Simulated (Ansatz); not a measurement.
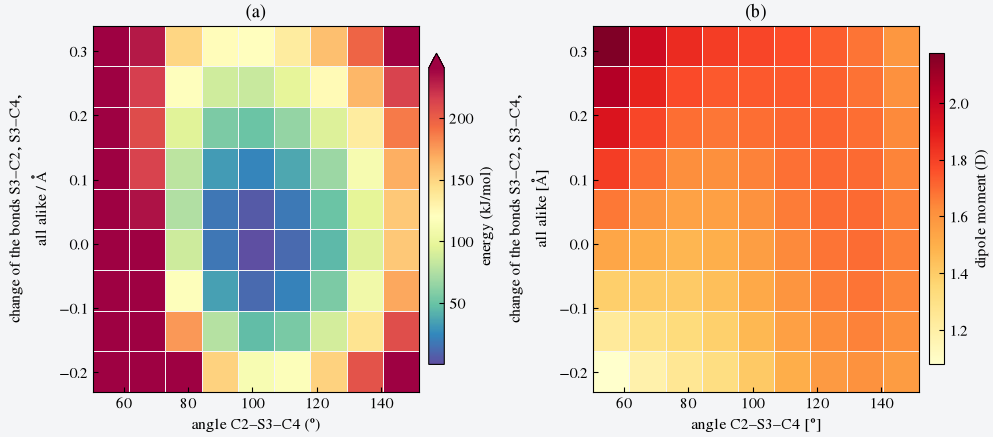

C₂H₉BSSi, SMILES BCSC[SiH3]. 
- The first coordinate is: angle C2–S3–C4; the second: change of the bonds S3–C2, S3–C4, all alike.
- Nothing is relaxed (all other coordinates rigid).
- The grid has 9 × 9 points.
- Points are written as (first, second).
- Energies: kJ/mol, counted from the relaxed molecule at the same level.
- Level of theory: RKS PBE0-D4/def2-SVP (Ansatz 0.2.0).

Panel (a) is the energy; panel (b) is the computed dipole moment, in D.

Drawn: one coloured cell a grid point, one colour for all values above the top of the scale.

Question: How does the dipole moment vary over the map, and what is it at the lowest grid point?

Answer: Leaving out the highest fifth of the energies, it runs from 1.32 D at (89.9°, −0.199 Å) to 1.97 D at (67.4°, 0.308 Å). At the lowest grid point, (101.1°, −0.009 Å), it is 1.57 D.
